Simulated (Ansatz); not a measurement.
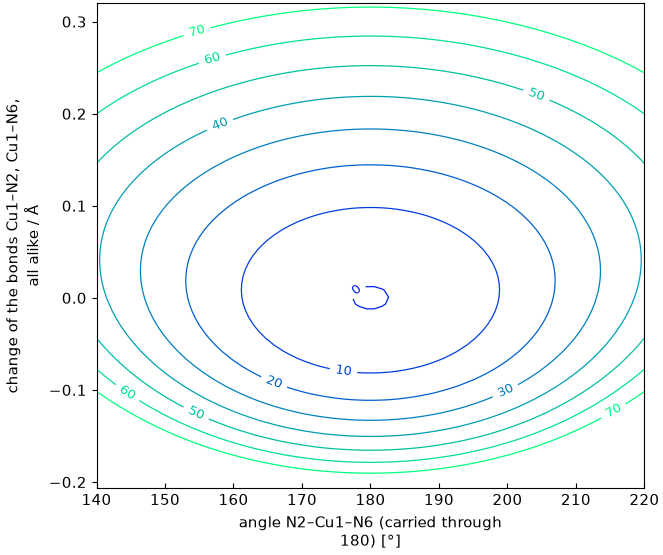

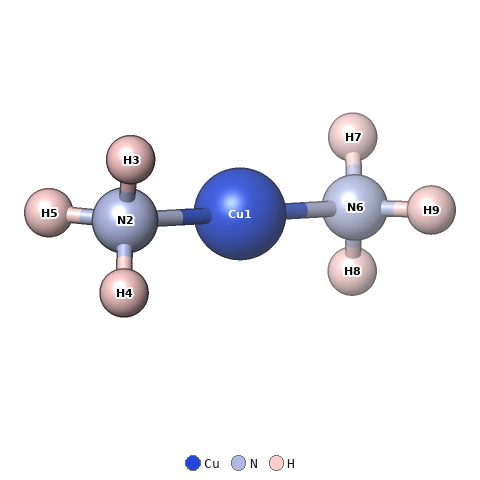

Energy landscape of [Cu(NH3)2]+, charge +1. 
- The first coordinate is: angle N2–Cu1–N6 (carried through 180); the second: change of the bonds Cu1–N2, Cu1–N6, all alike.
- Nothing is relaxed (all other coordinates rigid).
- The scan uses a 13 × 13 grid.
- Points are written as (first, second).
- Energies: kJ/mol, counted from the lowest grid point.
- Method: Ansatz, RHF-MP2, frozen core/def2-TZVP.

Drawn: contour lines labelled in kJ/mol (none above 70). Between grid points the surface is interpolated. The second picture is the structure at the lowest point.

Summarise what can be read from the map.

The lowest grid point is at (180.0°, 0.013 Å). It is the only kind of minimum in the scanned range. The highest grid point, (220.0°, −0.207 Å), lies 151 kJ/mol above the lowest. Round the minimum the two coordinates are nearly uncoupled.

Grid values (kJ/mol):

| second ↓, first → | 140.0 | 146.7 | 153.3 | 160.0 | 166.7 | 173.3 | 180.0 | 186.7 | 193.3 | 200.0 | 206.7 | 213.3 | 220.0 |
| --- | --- | --- | --- | --- | --- | --- | --- | --- | --- | --- | --- | --- | --- |
| 0.320 | 89 | 84 | 80 | 76 | 74 | 72 | 71 | 72 | 74 | 76 | 80 | 84 | 89 |
| 0.276 | 78 | 72 | 67 | 63 | 60 | 58 | 57 | 58 | 60 | 63 | 67 | 72 | 78 |
| 0.232 | 67 | 61 | 55 | 50 | 47 | 45 | 44 | 45 | 47 | 50 | 55 | 61 | 67 |
| 0.188 | 58 | 50 | 44 | 38 | 35 | 32 | 31 | 32 | 35 | 38 | 44 | 50 | 58 |
| 0.144 | 50 | 41 | 34 | 28 | 24 | 21 | 20 | 21 | 24 | 28 | 34 | 41 | 50 |
| 0.100 | 44 | 34 | 26 | 19 | 14 | 11 | 10 | 11 | 14 | 19 | 26 | 34 | 44 |
| 0.056 | 41 | 30 | 21 | 14 | 8 | 5 | 3 | 5 | 8 | 14 | 21 | 30 | 41 |
| 0.013 | 42 | 30 | 20 | 11 | 5 | 1 | 0 | 1 | 5 | 11 | 20 | 30 | 42 |
| −0.031 | 47 | 34 | 23 | 13 | 7 | 3 | 1 | 3 | 7 | 13 | 23 | 34 | 47 |
| −0.075 | 59 | 44 | 32 | 22 | 14 | 10 | 8 | 10 | 14 | 22 | 32 | 44 | 59 |
| −0.119 | 79 | 63 | 49 | 38 | 30 | 25 | 23 | 25 | 30 | 38 | 49 | 63 | 79 |
| −0.163 | 109 | 91 | 76 | 64 | 55 | 50 | 48 | 50 | 55 | 64 | 76 | 91 | 109 |
| −0.207 | 151 | 132 | 116 | 103 | 93 | 88 | 86 | 88 | 93 | 103 | 116 | 132 | 151 |

The whole map (169 points run) took 47 min on 1 thread of Arm Neoverse N1, with other jobs on the host.
